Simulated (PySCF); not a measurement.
C₃H₄OSe, SMILES `C[Se]C=C=O`.

PySCF calculation, CAM-B3LYP/def2-SVPD, gas phase; geometry: GFN2-xTB. No frequency check shows the geometry to be a minimum. GFN2-xTB bond lengths at metals and heavier atoms can be off by up to 0.1 Å and shapes distorted, which carries into these values.

Coordinates in Å:

```
C1       1.4675    1.3679    0.1327
Se2      0.7528   -0.4362   -0.1711
C3      -0.8517   -0.2926    0.8861
C4      -1.8849    0.0712    0.1973
O5      -2.7438    0.4371   -0.4914
H6       2.4196    1.4263   -0.3874
H7       0.7735    2.0990   -0.2734
H8       1.6112    1.5247    1.1984
H9      -0.8354   -0.5940    1.9147
```

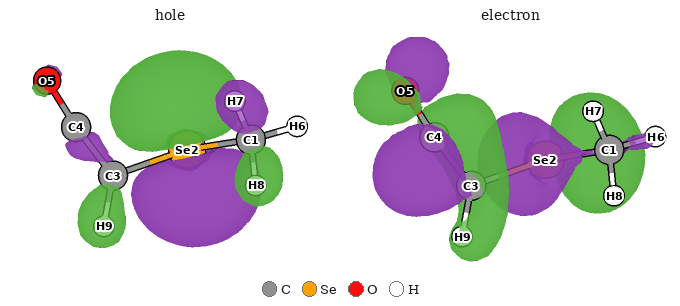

Leading natural transition orbital pair of S₂ (TDA singlet states); the surfaces enclose about 78 % of each orbital's density.

Give its energy and the atoms that hole and electron lie on.

Answer. 4.11 eV (302 nm), f = 0.013; the leading pair carries 100 %; hole on Se2 (82 %), electron on Se2 (36 %), C4 (26 %) and O5 (17 %); their centroids lie 1.3 Å apart. In canonical orbitals it is mainly HOMO → LUMO (95 %). The HOMO–LUMO gap is 7.53 eV.

Run time: 11 min on 1 thread of Arm Neoverse V1, on a shared host, peak memory 0.82 GiB.
